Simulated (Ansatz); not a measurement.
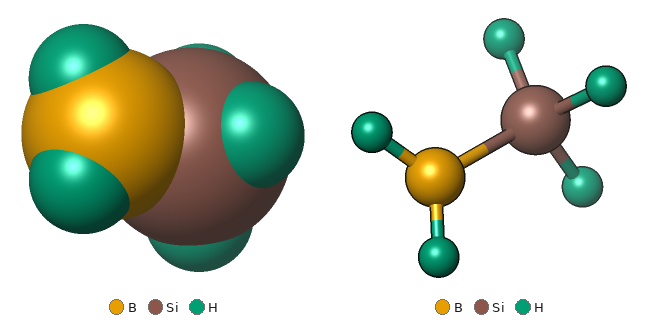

Both panels show the same species.

The computed structure is the end point of a PBE0-D4/def2-TZVP optimisation.

**Count the atoms of each element.**

BH₅Si, 7 atoms: 1 boron, 5 hydrogen and 1 silicon.

**How many bonds of each kind are drawn?**

3 Si–H, 2 B–H, 1 B–Si. Sticks follow a distance rule.

**How many atoms are distinct by symmetry?**

5: 1 B, 1 Si, 2 H, 2 H, 1 H.

The parts below concern this one geometry. Atoms keep their numbers from picture to picture.

Shape

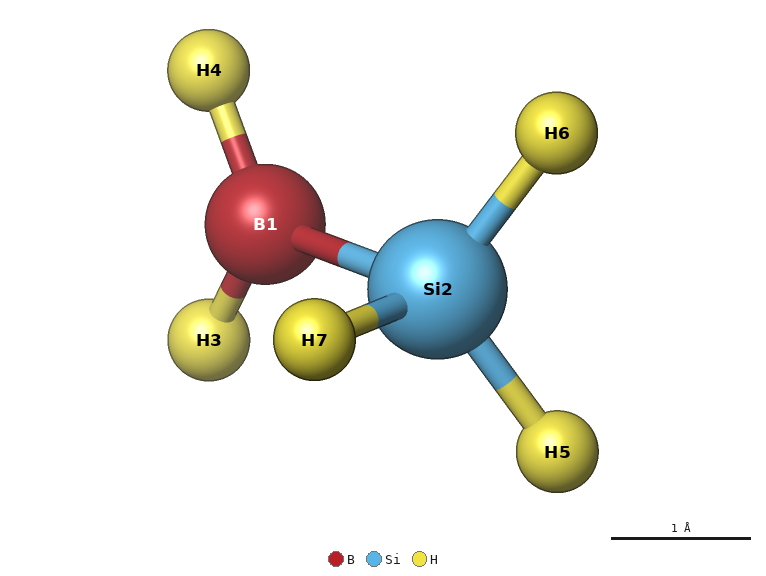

Numbered structure.

Give these bond angles: Si2–B1–H3, H3–B1–H4, B1–Si2–H5, B1–Si2–H7, H5–Si2–H6, H5–Si2–H7.

| angle | degrees |
| --- | --- |
| Si2–B1–H3 | 121.1 |
| H3–B1–H4 | 117.5 |
| B1–Si2–H5 | 113.7 |
| B1–Si2–H7 | 105.1 |
| H5–Si2–H6 | 108.7 |
| H5–Si2–H7 | 107.6 |

Dipole moment

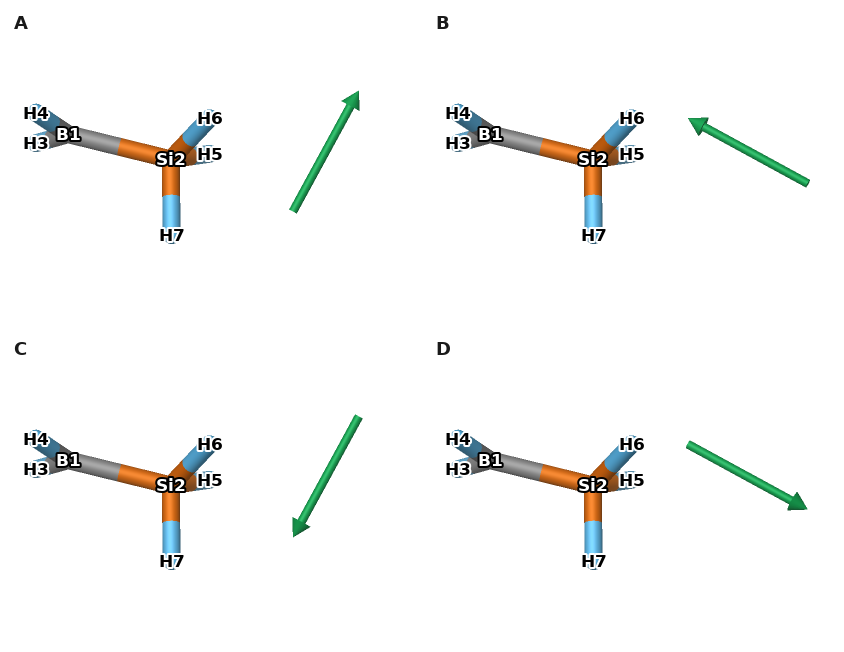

The same molecule four times, each with an arrow. Level of theory: RKS PBE0-D4/def2-TZVP (Ansatz 0.2.0).

**Which arrow points along the dipole moment, from the negative to the positive end?**

B. The dipole moment is 0.37 D; it points from the side of H7 to the side of H3, H4 (the outermost atoms at the two ends).

Charges

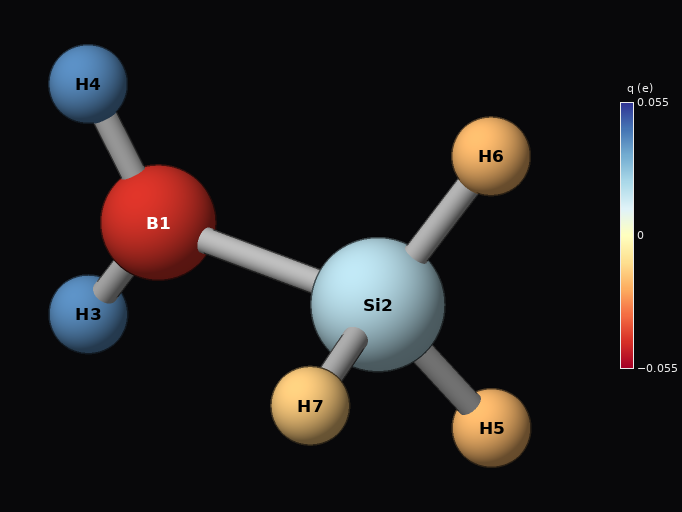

Atoms are coloured by their Mulliken charges. Level of theory: RKS PBE0-D4/def2-TZVP (Ansatz 0.2.0).

Give the Mulliken charges atom by atom.

| atom | value (e) |
| --- | --- |
| B1 | −0.04 |
| Si2 | 0.02 |
| H3 | 0.04 |
| H4 | 0.04 |
| H5 | −0.02 |
| H6 | −0.02 |
| H7 | −0.02 |

Thermal motion

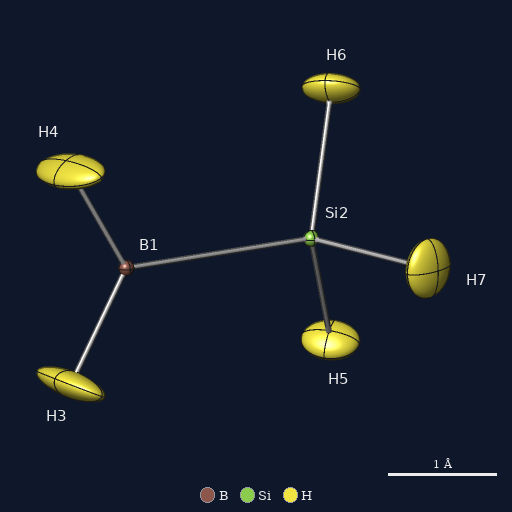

Displacement ellipsoids at the 50 % level, from the internal vibrations of the free molecule (harmonic, no overall translation or rotation; no half-axis is drawn under 0.075 Å). Vibrations computed with RKS PBE0-D4/def2-TZVP (Ansatz 0.2.0). Temperature: 0 K (zero-point motion alone).

**Which atom moves most?**

H3, H4, with U_eq = 0.0348 Å².

**Does H4 move more along its bond or across it?**

Across it: the root-mean-square amplitude is 0.081 Å along the bond and up to 0.279 Å across, since bending and torsion are softer than stretching.

List U_eq and the three principal root-mean-square amplitudes for each kind of atom.

| atom | U_eq (Å²) | rms amplitudes (Å) |
| --- | --- | --- |
| B1 | 0.00086 | 0.022, 0.022, 0.040 |
| Si2 | 0.00020 | 0.011, 0.012, 0.017 |
| H3, H4 | 0.0347 | 0.080, 0.143, 0.278 |
| H5, H6 | 0.0201 | 0.086, 0.144, 0.179 |
| H7 | 0.0235 | 0.086, 0.171, 0.184 |

Mulliken values depend strongly on the basis set and can even reverse the polarity of a bond.
